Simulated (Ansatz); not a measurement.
# doublet [Si2F6]+ at 4 levels

Wanted: a comparison of 4 runs (U-r2SCAN/def2-SVP, UB3LYP/def2-SVP, UBHLYP/def2-SVP, USVWN5/def2-SVP) of doublet [Si2F6]+. 

The results are computed with Ansatz 0.2.0.

19 further runs of the same task are left out: 19 set aside as unsound or not needed. Runs told in other sessions of the task aren't counted.

## Step 1: Starting point

The species is [Si2F6]+ (8 atoms), meant as a doublet with charge +1. SMILES of the parent species: `F[Si](F)(F)[Si](F)(F)F`. The coordinates come from a PBE0-D4/def2-TZVP relaxation. That shape belongs to the parent species and isn't relaxed for this state.

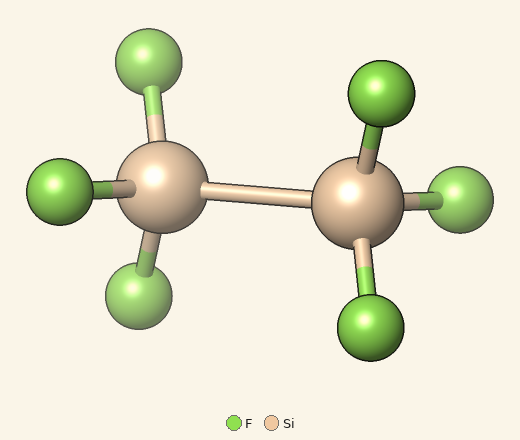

Viewed from a chosen angle; fluorine green, silicon light orange.

## Step 2: The energy at U-r2SCAN/def2-SVP (run 1)

Input file run.yaml:

```yaml
crystal:
  periodic: [false, false, false]
  atoms:
    - {symbol: F, position_ang: [0.360870, -1.835490, 1.275760]}
    - {symbol: Si, position_ang: [0.788530, -0.848100, 0.126890]}
    - {symbol: F, position_ang: [0.934470, -1.673030, -1.205730]}
    - {symbol: F, position_ang: [2.195680, -0.244350, 0.491690]}
    - {symbol: Si, position_ang: [-0.788750, 0.847840, -0.127190]}
    - {symbol: F, position_ang: [-0.943620, 1.663720, 1.209990]}
    - {symbol: F, position_ang: [-0.353860, 1.843300, -1.266340]}
    - {symbol: F, position_ang: [-2.193320, 0.246130, -0.505090]}
basis:
  gaussian:
    orbitals: def2-SVP
output: {orbitals: {seedname: orbitals}}
magnetization:
  spin_polarized: true
  initial_magnetization: 1
total_charge: 1
hamiltonian:
  xc: r2scan
accuracy: high
```

Run with:

```
$ ansatz run run.yaml --threads 1 --pin off --max-ram 3480MiB --events-out events.jsonl --progress --plain --runs-dir runs
```

Output:

```text
Warning: RAYON_NUM_THREADS=1 ignored (pool sized by the plan → 1); use --threads N
Functional definition: r2SCAN
  name "r2SCAN"
  parameter k0 = 0.174
  parameter k1 = 0.065
  parameter a1 = 4.9479
  exchange = r2scan_x(k0 = k0, k1 = k1, a1 = a1)
  correlation = r2scan_c
2386 factors; integrals over basis functions are off by at most 3.3e-9 eV
mean field evaluation 1: about -32012.8543 eV, gradient 6.9e1 eV
mean field evaluation 2: about -31949.1529 eV, gradient 1.5e2 eV
mean field evaluation 4: about -32027.8834 eV, gradient 4.7e0 eV
mean field evaluation 8: about -32027.9936 eV, gradient 1.4e-1 eV
mean field evaluation 16: about -32027.9937 eV, gradient 9.8e-5 eV
mean field evaluation 32: about -32027.3516 eV, gradient 3.0e0 eV
mean field -32027.99373270 eV, -1177.0070603230 hartree, gradient 6.4e-8 eV, S^2 0.752732; 4 other end points of the search recorded, 0 dependent functions left out
reference -32027.99373447 eV, -1177.0070603878 hartree; 41, 40 occupied and 79, 80 virtual orbitals, 2386 factors
Total energy: -32027.99373447 eV, -1177.0070603878 hartree
```

Wall time 27 s (1 thread of Intel Xeon 6975P-C (Granite Rapids), shared host); peak memory 0.66 GiB.

## Step 3: A single-point energy at UB3LYP/def2-SVP (run 2)

Input file input.yaml:

```yaml
crystal:
  periodic: [false, false, false]
  atoms:
    - {symbol: F, position_ang: [0.360870, -1.835490, 1.275760]}
    - {symbol: Si, position_ang: [0.788530, -0.848100, 0.126890]}
    - {symbol: F, position_ang: [0.934470, -1.673030, -1.205730]}
    - {symbol: F, position_ang: [2.195680, -0.244350, 0.491690]}
    - {symbol: Si, position_ang: [-0.788750, 0.847840, -0.127190]}
    - {symbol: F, position_ang: [-0.943620, 1.663720, 1.209990]}
    - {symbol: F, position_ang: [-0.353860, 1.843300, -1.266340]}
    - {symbol: F, position_ang: [-2.193320, 0.246130, -0.505090]}
basis:
  gaussian:
    orbitals: def2-SVP
accuracy: high
hamiltonian:
  xc: {name: B3LYP}
output: {orbitals: {seedname: orbitals}}
magnetization:
  spin_polarized: true
  initial_magnetization: 1
total_charge: 1
```

Run with:

```
$ ansatz run input.yaml --threads 1 --pin off --max-ram 3480MiB --events-out events.jsonl --progress --plain --runs-dir runs
```

Output:

```text
Warning: RAYON_NUM_THREADS=1 ignored (pool sized by the plan → 1); use --threads N
Functional definition: B3LYP
  name "B3LYP"
  parameter a0 = 0.2
  parameter ax = 0.72
  parameter ac = 0.81
  exchange = (1 - a0 - ax)*slater_x + ax*b88_x + a0*exact_x
  correlation = (1 - ac)*vwn_rpa_c + ac*lyp_c
2386 factors; integrals over basis functions are off by at most 3.3e-9 eV
mean field evaluation 1: about -32020.6811 eV, gradient 7.0e1 eV
mean field evaluation 2: about -31970.5275 eV, gradient 1.4e2 eV
mean field evaluation 4: about -32036.2372 eV, gradient 3.5e0 eV
mean field evaluation 8: about -32036.4974 eV, gradient 2.4e-1 eV
mean field evaluation 16: about -32036.4977 eV, gradient 2.1e-4 eV
mean field -32036.49771438 eV, -1177.3195758852 hartree, gradient 8.2e-8 eV, S^2 0.752839; 0 other end points of the search recorded, 0 dependent functions left out
reference -32036.49775158 eV, -1177.3195772526 hartree; 41, 40 occupied and 79, 80 virtual orbitals, 2386 factors
Total energy: -32036.49775158 eV, -1177.3195772526 hartree
```

Run time: 12 s. Hardware: 1 thread of Intel Xeon 6975P-C (Granite Rapids), shared host; peak memory 0.77 GiB.

Run 3 isn't shown in full; the table further down has it.

## Step 4: The energy at USVWN5/def2-SVP (run 4)

Input file job.yaml:

```yaml
crystal:
  periodic: [false, false, false]
  atoms:
    - {symbol: F, position_ang: [0.360870, -1.835490, 1.275760]}
    - {symbol: Si, position_ang: [0.788530, -0.848100, 0.126890]}
    - {symbol: F, position_ang: [0.934470, -1.673030, -1.205730]}
    - {symbol: F, position_ang: [2.195680, -0.244350, 0.491690]}
    - {symbol: Si, position_ang: [-0.788750, 0.847840, -0.127190]}
    - {symbol: F, position_ang: [-0.943620, 1.663720, 1.209990]}
    - {symbol: F, position_ang: [-0.353860, 1.843300, -1.266340]}
    - {symbol: F, position_ang: [-2.193320, 0.246130, -0.505090]}
basis:
  gaussian:
    orbitals: def2-SVP
hamiltonian:
  xc: {name: SVWN5}
accuracy: high
output: {orbitals: {seedname: orbitals}}
total_charge: 1
magnetization:
  spin_polarized: true
  initial_magnetization: 1
```

Run with:

```
$ ansatz run job.yaml --threads 1 --pin off --max-ram 3480MiB --events-out events.jsonl --progress --plain --runs-dir runs
```

Output:

```text
Warning: RAYON_NUM_THREADS=1 ignored (pool sized by the plan → 1); use --threads N
Functional definition: SVWN5
  name "SVWN5"
  exchange = slater_x
  correlation = vwn5_c
2386 factors; integrals over basis functions are off by at most 3.3e-9 eV
mean field evaluation 1: about -31855.8241 eV, gradient 7.0e1 eV
mean field evaluation 2: about -31766.7265 eV, gradient 1.8e2 eV
mean field evaluation 4: about -31870.9663 eV, gradient 6.7e0 eV
mean field evaluation 8: about -31871.1899 eV, gradient 1.3e-1 eV
mean field evaluation 16: about -31871.1900 eV, gradient 1.1e-4 eV
mean field evaluation 32: about -31868.5094 eV, gradient 1.1e1 eV
mean field -31871.18999717 eV, -1171.2446293275 hartree, gradient 3.4e-8 eV, S^2 0.750605; 4 other end points of the search recorded, 0 dependent functions left out
reference -31871.19000040 eV, -1171.2446294461 hartree; 41, 40 occupied and 79, 80 virtual orbitals, 2386 factors
Total energy: -31871.19000040 eV, -1171.2446294461 hartree
```

It took 7.8 s on 1 thread of Intel Xeon 6975P-C (Granite Rapids), shared host; peak memory 0.4 GiB.

## Step 5: Overview of the runs

| run | level | energy (Eh) | HOMO energy (eV) | LUMO energy (eV) | ⟨S²⟩ | wall time |
| --- | --- | --- | --- | --- | --- | --- |
| 1 | U-r2SCAN/def2-SVP | -1177.007060 | -16.76 | -15.45 | 0.753 | 27 s |
| 2 | UB3LYP/def2-SVP | -1177.319577 | -17.72 | -15.16 | 0.753 | 12 s |
| 3 | UBHLYP/def2-SVP | -1177.058790 | -20.07 | -14.62 | 0.756 | 14 s |
| 4 | USVWN5/def2-SVP | -1171.244629 | -16.17 | -15.50 | 0.751 | 7.8 s |

## Step 6: Outcome

| quantity | value |
| --- | --- |
| run 4: total energy | -1171.24463 Eh |
| run 4: HOMO energy (highest over α and β) | -16.17 eV |
| run 4: LUMO energy (lowest over α and β) | -15.50 eV |
| run 4: ⟨S²⟩ | 0.751 |

What this shows: Totals of different functionals can't be ranked against each other. All runs together took 61 s, the longest 27 s.
